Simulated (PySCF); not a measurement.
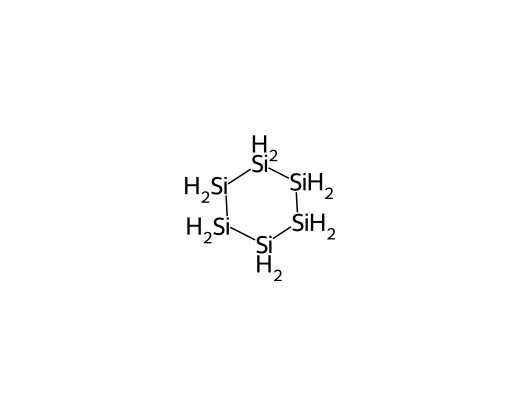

Skeletal drawing of a molecule.

Give its SMILES.

Answer. [SiH2]1[SiH2][SiH2][SiH2][SiH2][SiH2]1

What is the molecular formula?

Answer. Si6H12.

An optimisation with PBE0-D3(BJ)/def2-SVP gave a structure of which point group?

Answer. D3d.

More results for the same structure follow; atom numbers are the same in all pictures, views and colours differ. The geometry was computed by an optimisation with PBE0-D3(BJ)/def2-SVP. No frequency run is at hand to confirm it as a minimum.

Geometry

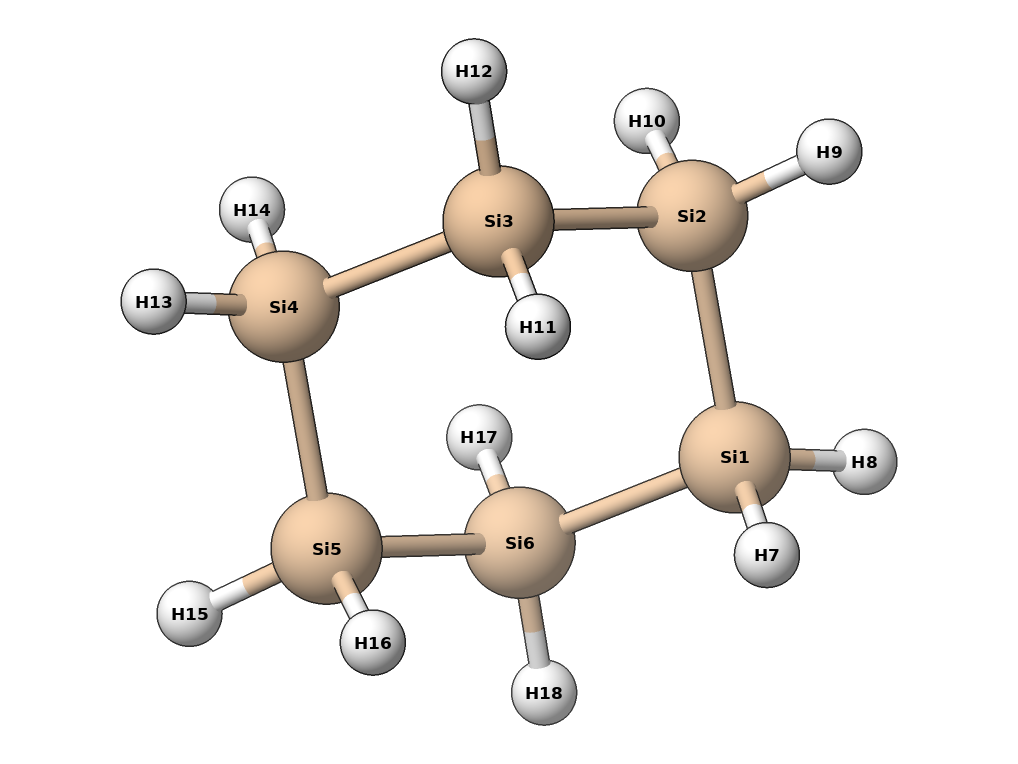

Numbered structure. No frequency run is at hand to confirm it as a minimum.

What are the angles Si2–Si1–Si6, Si2–Si1–H7, Si2–Si1–H8?

```tsv
angle	degrees
Si2–Si1–Si6	108.6
Si2–Si1–H7	108.8
Si2–Si1–H8	110.9
```

Ring current

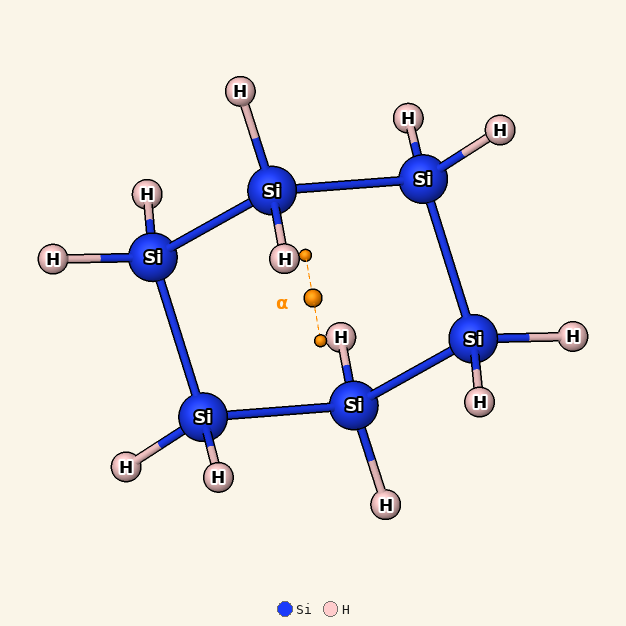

The small points mark where nucleus-independent chemical shifts (NICS) were computed: at the centre of each lettered ring and 1 Å above and below it. No frequency run is at hand to confirm it as a minimum. Properties computed with GIAO PBE0/STO-3G NMR shielding, non-relativistic, gas phase (PySCF 2.14.0).

Give NICS(0), NICS(1) and the out-of-plane component NICS(1)zz for each ring (means of the two sides).

| ring | members | NICS(0) | NICS(1) | NICS(1)zz |
| --- | --- | --- | --- | --- |
| α | Si6 | −1.5 | −1.2 | 7.1 |

Values in ppm.

Electronic properties

No frequency run is at hand to confirm it as a minimum. Method: PBE0/def2-TZVP, gas phase (PySCF 2.14.0).

What does the calculation give?

- HOMO energy (Kohn–Sham orbital): −7.77 eV
- LUMO energy (Kohn–Sham orbital): −0.86 eV
- HOMO–LUMO gap: 6.91 eV

NMR shielding

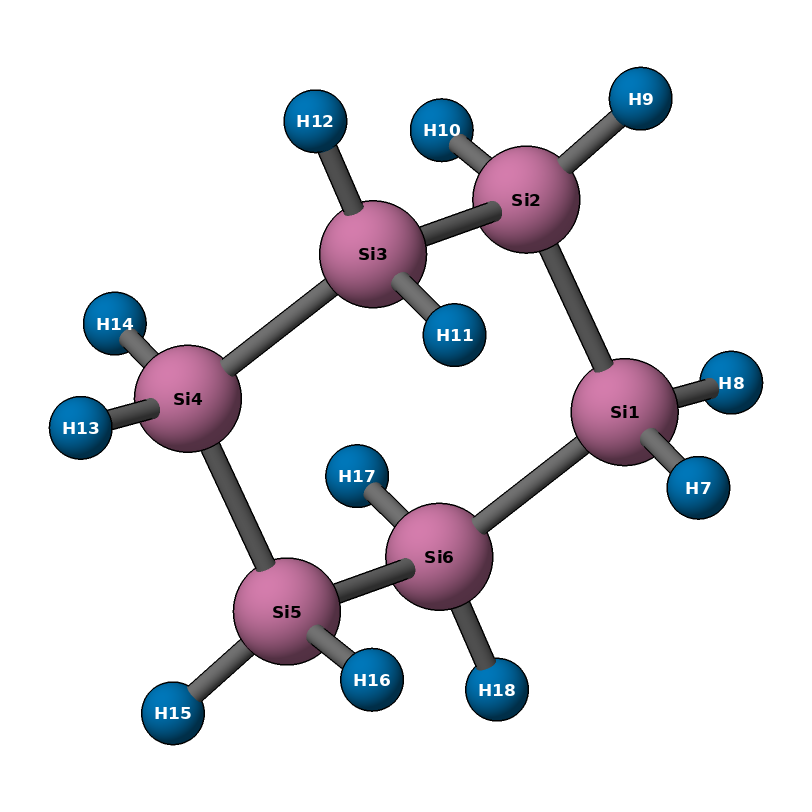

No frequency run is at hand to confirm it as a minimum. Method: GIAO PBE0/6-31G NMR shielding, non-relativistic, gas phase (PySCF 2.14.0). Principal shieldings σ11 ≤ σ22 ≤ σ33, span Ω = σ33 − σ11, skew κ = 3(σiso − σ22)/Ω.

Give the shielding tensors of the Si atoms.

```tsv
atom	σ11	σ22	σ33	σiso	Ω	κ
Si1, Si2, Si3…	520.4	526.2	531.5	526.0	11.1	−0.05
```

Shieldings and span in ppm.
